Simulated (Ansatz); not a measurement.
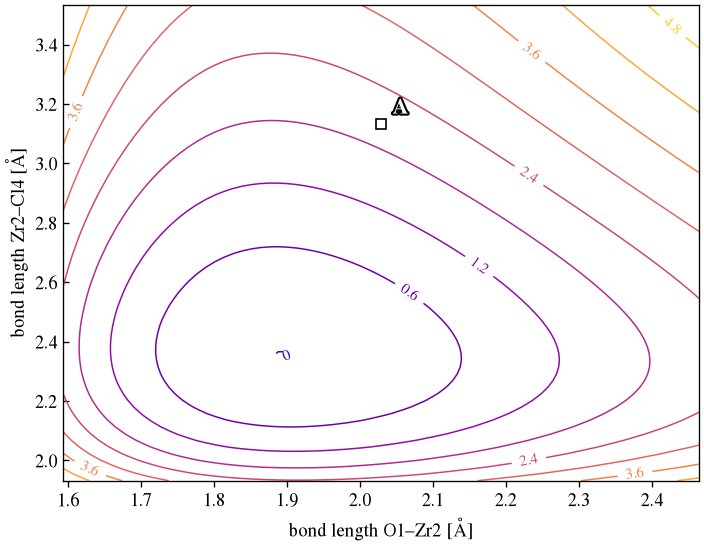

ClFHIOZr, SMILES [OH][Zr]([F])([Cl])[I]. First axis: bond length O1–Zr2. Second axis: bond length Zr2–Cl4. Nothing is relaxed (all other coordinates rigid). Grid: 9 × 9 points. Energies are in eV, from the relaxed molecule at the same level. The reference is spin-restricted, which grows unreliable where a bond is stretched far. Method: RKS PBE-D4/def2-SVP in Ansatz.

The picture shows contour lines labelled in eV, the point A. Between grid points the surface is interpolated.

Which way does the force act at A, and how strong is it?

A, at bond length O1–Zr2 = 2.029 Å, bond length Zr2–Cl4 = 3.134 Å, is not a stationary point. The computed force is 3.3 eV for each Å towards smaller values of bond length O1–Zr2 and 2.8 eV for each Å towards smaller values of bond length Zr2–Cl4.
